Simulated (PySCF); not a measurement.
**C4H9NSi (Si(CN)Me3): density, localisation and related maps**

```xyz
15

Si   -0.0035   -0.0042    0.1745
C    -0.0103   -0.0066    2.0510
N    -0.0142   -0.0127    3.2111
C     1.7907   -0.0125   -0.3569
H     1.8636   -0.0436   -1.4557
H     2.3176   -0.8902    0.0468
H     2.3123    0.8908   -0.0060
C    -0.8906    1.5530   -0.3656
H    -0.8855    1.6332   -1.4640
H    -0.3997    2.4487    0.0442
H    -1.9376    1.5504   -0.0265
C    -0.9038   -1.5540   -0.3653
H    -1.9345   -1.5664    0.0204
H    -0.3896   -2.4554    0.0008
H    -0.9478   -1.6065   -1.4648
```

Geometry: PBE0-D3(BJ)/def2-SVP.

Theory: CAM-B3LYP/def2-SVPD, SCF density, gas phase in PySCF 2.14.0.

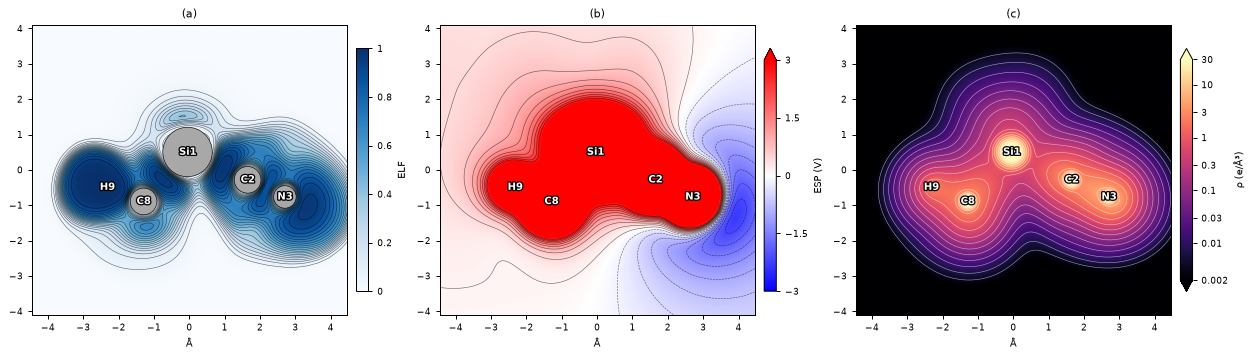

Figure 1. (a) electron localisation function; (b) molecular electrostatic potential; (c) electron density on the plane of atoms Si1, C8 and H9. Grey discs cover the atomic cores in the ELF map.

Read the bonding off the picture.

The plane passes through Si, C, N and H nuclei. C–N (1.16 Å): ρ is about 3.6 e/Å³ halfway; the ELF peaks at about 0.85 between the atoms: a multiple bond. C–Si (1.88 Å): ρ at the midpoint is about 0.88 e/Å³; the ELF peaks at about 1 between the atoms, as expected for a covalent bond. C–H (1.10 Å): the density is about 1.9 e/Å³ at the midpoint; the ELF climbs to about 1 towards the hydrogen, as it does in any bond to H: an ordinary covalent bond to hydrogen. The ELF also peaks beside N3, away from the bonds: lone-pair regions. Outside the dense part of the molecule the potential is most negative (−2.3 V) near N3.

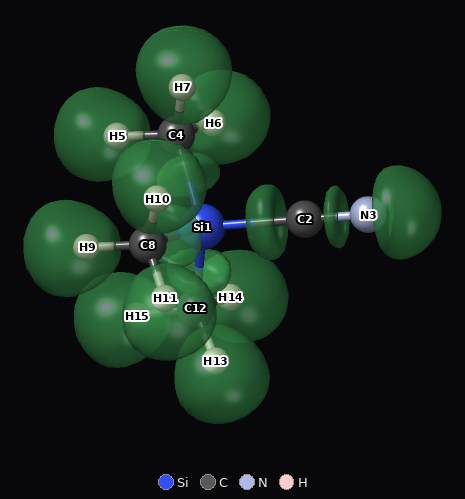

Figure 2. Isosurface of the ELF at 0.85 (green), seen at an oblique angle. Core shells and regions of very low density are left out.

Describe the localisation domains.

The surface consists of one region between bonded C–N atoms (shared pairs), four regions between bonded C–Si atoms (shared pairs), nine regions around hydrogen nuclei and one lobe on N, pointing away from the bonds (lone pairs). Along the contacts the grid gives the following. C–Si (1.87 Å): the ELF peaks at about 0.95 between the atoms (a covalent bond).

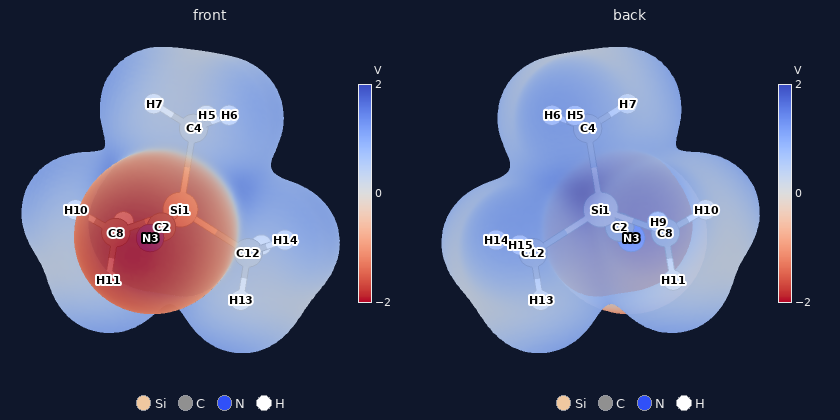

Figure 3. The molecular electrostatic potential painted on the density surface at 0.002 e/bohr³, seen from the front and from behind; the colour scale runs from red (negative) to blue (positive).

Which sites attract a positive test charge, and which a negative one?

A positive charge is drawn to the negative regions and a negative charge to the positive ones. The most negative region (about −1.9 V, or −44 kcal/mol for a unit charge) lies over N3, the most positive (about +1.4 V, or +32 kcal/mol for a unit charge) over Si1. N3 is the likeliest acceptor of a hydrogen bond.
